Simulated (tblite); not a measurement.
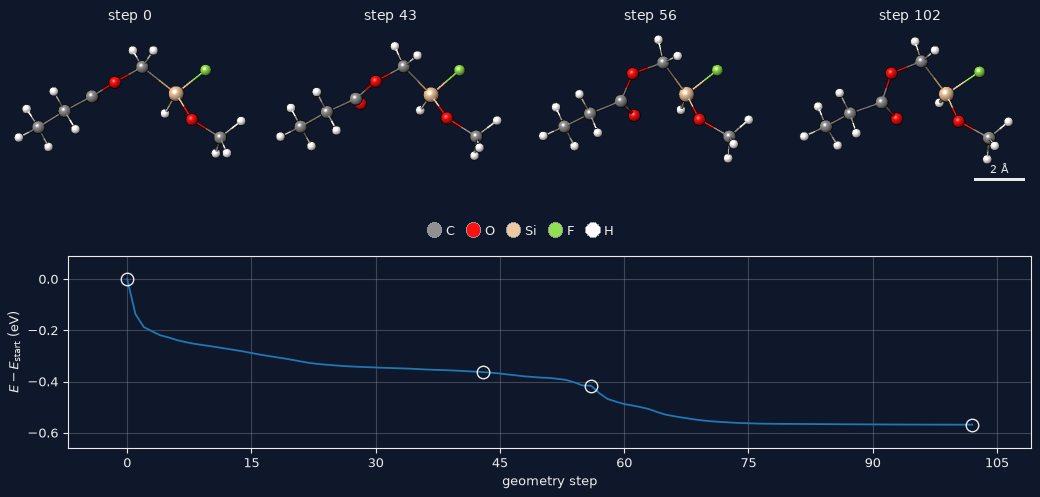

Frames of a relaxation of C5H11FO3Si, marked on the history of the run. The picture is a ball-and-stick view, seen face on.

Computed with GFN2-xTB geometry optimisation, gas phase (tblite 0.8.0). 

### Describe the path.

After 102 geometry steps the energy has fallen by 0.568 eV. The atom that moves furthest after the best rigid fit is an O atom (1.50 Å). Largest moves by element: O 1.50 Å, H 0.66 Å, C 0.55 Å, Si 0.46 Å, F 0.26 Å. Some distances before and after: O–Si 3.440 → 2.265 Å, C–Si 3.467 → 2.860 Å, O–Si 1.679 → 1.615 Å, C–O 1.360 → 1.307 Å. Bond angles that change, for instance: O–Si–H 107.6° → 121.0°, C–Si–F 108.2° → 97.5°, F–Si–H 108.6° → 98.0°. Groups turn about C–O by about 60°, C–C by about 50°, C–O by about 25°. The run took 1.6 s on 1 thread of Arm Neoverse N1 (shared host). From step 0 to 43: O and H atoms move most (0.44 Å), energy −0.363 eV. From step 43 to 56: an O atom moves most (0.83 Å), energy −0.053 eV. From step 56 to 102: an H atom moves most (0.29 Å), energy −0.152 eV.

| step | E − E(0), eV |
| --- | --- |
| 0 | 0.0000 |
| 1 | -0.1368 |
| 2 | -0.1871 |
| 3 | -0.2040 |
| 4 | -0.2194 |
| 5 | -0.2280 |
| 6 | -0.2381 |
| 7 | -0.2459 |
| 8 | -0.2521 |
| 9 | -0.2569 |
| 10 | -0.2617 |
| 15 | -0.2886 |
| 20 | -0.3156 |
| 25 | -0.3367 |
| 29 | -0.3438 |
| 34 | -0.3496 |
| 39 | -0.3563 |
| 44 | -0.3656 |
| 49 | -0.3822 |
| 54 | -0.4033 |
| 58 | -0.4679 |
| 63 | -0.5076 |
| 68 | -0.5453 |
| 73 | -0.5602 |
| 78 | -0.5649 |
| 83 | -0.5658 |
| 87 | -0.5667 |
| 92 | -0.5675 |
| 97 | -0.5680 |
| 102 | -0.5682 |
